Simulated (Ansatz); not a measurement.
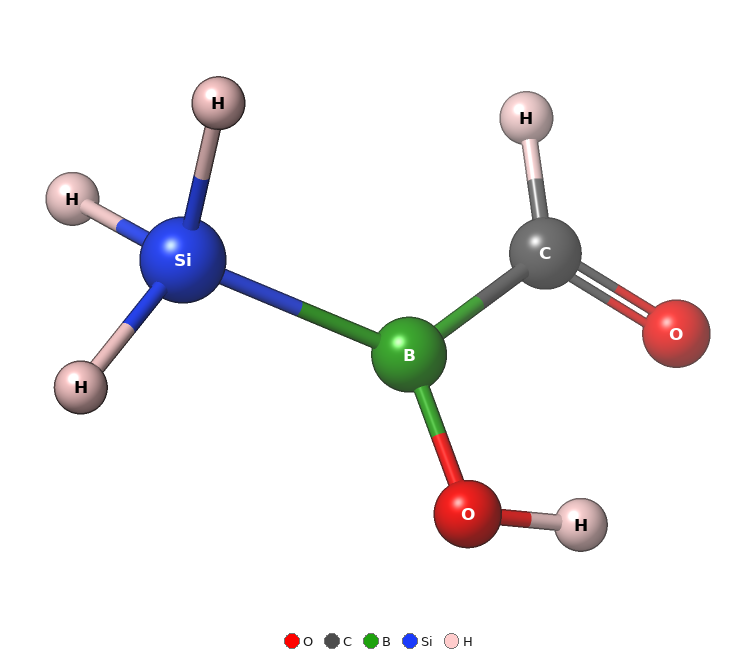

Orthographic view. Depth is shown by fading: the farther an atom, the more it takes the colour of the background. The computed structure is the end point of a PBE-D4/def2-SVP optimisation. No frequency run is at hand to confirm it as a minimum.

**Give the standard InChI.**

InChI=1S/CH5BO2Si/c3-1-2(4)5/h1,4H,5H3
